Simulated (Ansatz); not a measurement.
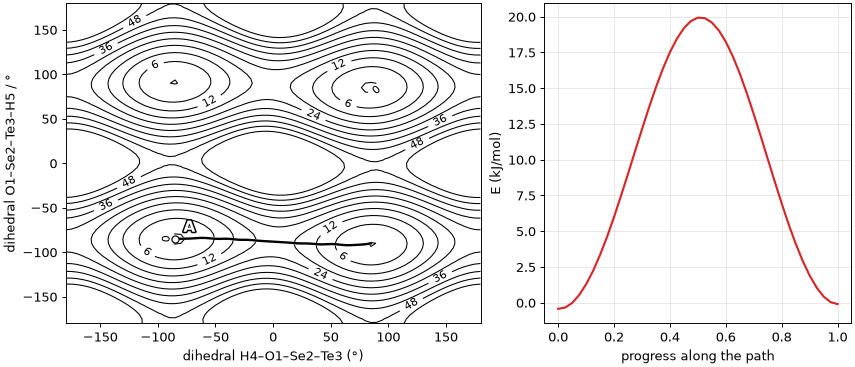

H2OSeTe, SMILES O[Se][TeH]. First axis: dihedral H4–O1–Se2–Te3. Second axis: dihedral O1–Se2–Te3–H5. Nothing is relaxed (all other coordinates rigid). The scan uses an 18 × 18 grid; 164 points were computed and 160 follow by symmetry. All energies are given in kJ/mol relative to the lowest grid point. Theory: RKS PBE0-D4/def2-SVP (Ansatz).

The picture shows contour lines labelled in kJ/mol (none above 54), a line along the lowest path, the energy along the path at the right, the start A. Between grid points the surface is interpolated.

> Describe the path and its barrier.

The easiest path leads from the well at about dihedral H4–O1–Se2–Te3 = −85°, dihedral O1–Se2–Te3–H5 = −85° to the well at about dihedral H4–O1–Se2–Te3 = 85°, dihedral O1–Se2–Te3–H5 = −90°, about 0.33 kJ/mol higher (on a rigid scan; wells that are mirror images or exchange like atoms can differ by this much). Its highest point lies about 20 kJ/mol above the bottom of the first well on the interpolated surface, at about dihedral H4–O1–Se2–Te3 = 0°, dihedral O1–Se2–Te3–H5 = −90°. The start is the relaxed structure and all else is held, so a fully relaxed path at this level can only be lower.
